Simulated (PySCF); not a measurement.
SMILES C[SiH](C)[SiH2][Ge]([Cl])([Cl])[Cl] at its GFN2-xTB optimised geometry (Å):

```
17

Si    -0.4819    -2.1144    -1.6256
C     -0.2165    -2.5776     0.1998
C      1.1920    -1.7876    -2.4708
Si    -1.7561    -0.1467    -1.7194
Ge    -0.8544     1.3574     0.0000
Cl     1.3346     1.3574     0.0000
Cl    -1.3213     0.7491     2.0422
Cl    -1.3346     3.4766     0.0000
H     -1.1899    -3.2055    -2.3256
H     -1.1596    -2.7502     0.7109
H      0.3842    -3.4766     0.3071
H      0.2966    -1.7758     0.7263
H      1.7109    -0.9631    -1.9878
H      1.8417    -2.6569    -2.4214
H      1.0682    -1.5316    -3.5192
H     -3.1802    -0.1744    -1.3659
H     -1.6858     0.6983    -2.9178
```

Computed with PySCF with CAM-B3LYP/def2-SVP. Cells within 0.4 Å of a nucleus heavier than hydrogen are left out (blank, or x).

Map of the Laplacian of the electron density (e/bohr⁵), clipped to [-1.50, 1.50] on the plane z = 0.0 Å:

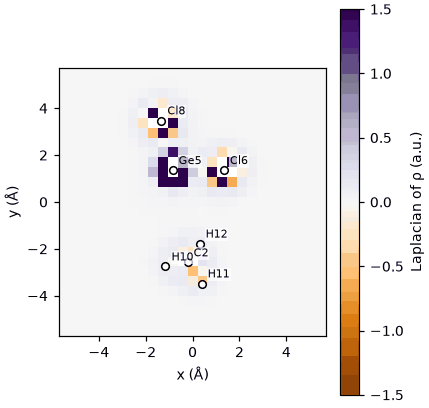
*Laplacian of the electron density (e/bohr⁵), clipped to [-1.50, 1.50] on the plane z = 0.0 Å.*
